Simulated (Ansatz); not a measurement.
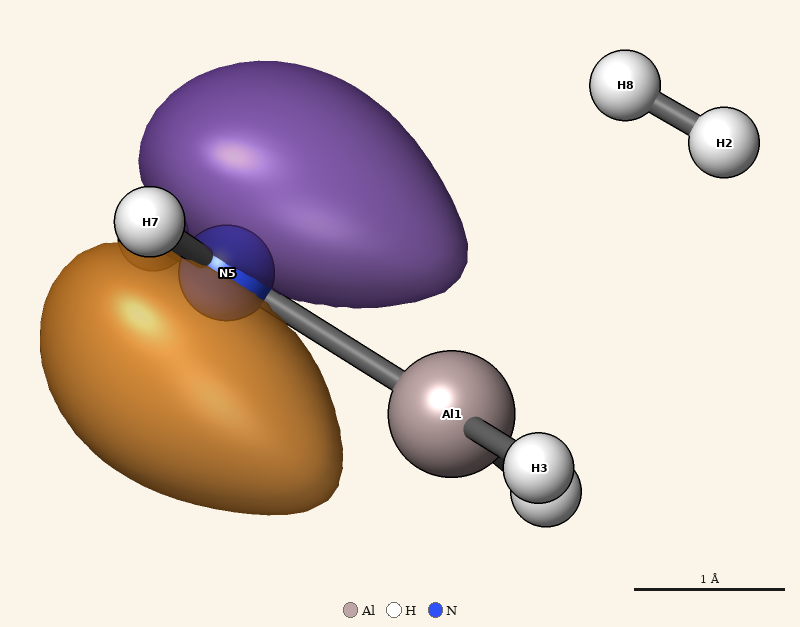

Figure 1: AlH4N···H2. The HOMO at ±0.15 Å⁻³ᐟ² (orange and purple are the two phases), seen across its widest extent.

Computed with RKS PBE0-D4/def2-SVP in Ansatz 0.2.0.

```yaml
atoms:
  - { symbol: Al, position_ang: [0.0779, -0.6398, -0.1548] }
  - { symbol: H, position_ang: [-0.1630, 0.5490, 2.1123] }
  - { symbol: H, position_ang: [1.4502, 0.1477, -0.2902] }
  - { symbol: H, position_ang: [-1.3378, -0.0089, -0.5003] }
  - { symbol: N, position_ang: [0.1423, -2.3551, 0.3023] }
  - { symbol: H, position_ang: [-0.6599, -2.9710, 0.3730] }
  - { symbol: H, position_ang: [0.9915, -2.8730, 0.4989] }
  - { symbol: H, position_ang: [-0.1332, -0.1951, 2.2816] }
```

> Where does this orbital lie, and at what energy?

By Hirshfeld shares it lies mainly on N5 (about 75 %); largely a lone pair of N5. Its energy is −7.23 eV.
